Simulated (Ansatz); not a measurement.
System: CH₇NSn (SMILES [CH3][SnH2][NH2]).

```xyz
10

C    -1.3262    0.7237   -0.6021
Sn    0.1609   -0.7716   -0.1253
N     1.4504    0.1302    1.2144
H    -2.0813    0.3082   -1.2847
H    -0.8489    1.5902   -1.0829
H    -1.8157    1.0523    0.3257
H     0.9383   -1.3426   -1.5678
H    -0.5136   -2.1051    0.7313
H     1.9883    0.8877    0.7902
H     2.1308   -0.5239    1.6043
```

Core potentials replace the inner electrons of Sn.

The calculation used Ansatz 0.2.0, RKS B3LYP-D4/def2-SVP.

Q: What can the converged electron density and electron localisation function tell about the bonding?

A: Sn–N (2.07 Å): ρ at the midpoint is about 0.69 e/Å³; the ELF peaks at about 0.85 in the valence shell of N, 0.6 Å from its nucleus, and drops to about 0.15 between the two atoms.
C–Sn (2.16 Å): ρ is about 0.67 e/Å³ halfway; the ELF peaks at about 0.90 in the valence shell of C, 0.7 Å from its nucleus, and drops to about 0.20 between the two atoms.
N–H (1.02 Å): ρ is about 2.7 e/Å³ halfway; the ELF climbs to about 1 towards the hydrogen, as it does in any bond to H; an ordinary covalent bond to hydrogen.
C–H (1.10 Å): ρ at the midpoint is about 1.9 e/Å³; the ELF climbs to about 1 towards the hydrogen; an ordinary covalent bond to hydrogen.

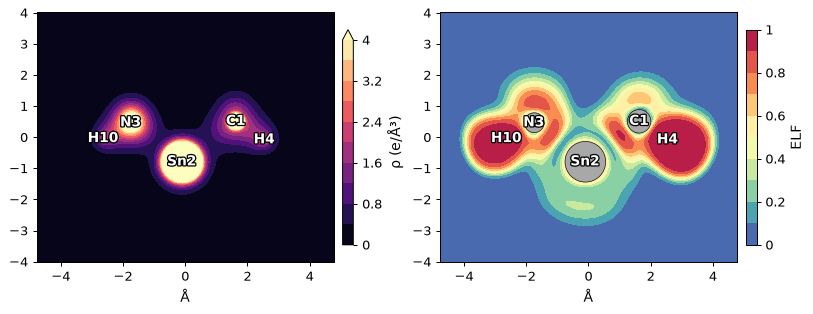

Computed electron density and electron localisation function on the plane of atoms C1, Sn2 and N3, in this order. Grey discs cover the atomic cores in the ELF map. 
